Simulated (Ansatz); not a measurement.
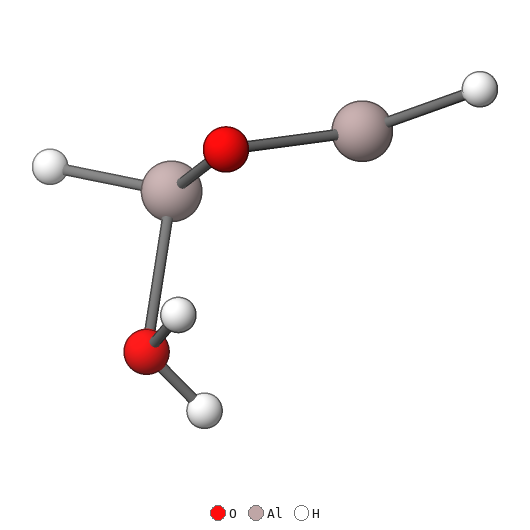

The computed structure is the end point of a PBE-D4/def2-SVP optimisation. No frequency run is at hand to confirm it as a minimum. Method: RKS PBE-D4/def2-SVP (Ansatz 0.2.0).

Predict the main results.

The species is Al₂H₄O₂.
- dipole moment: 3.33 D
- dispersion correction: −13.9 kJ/mol
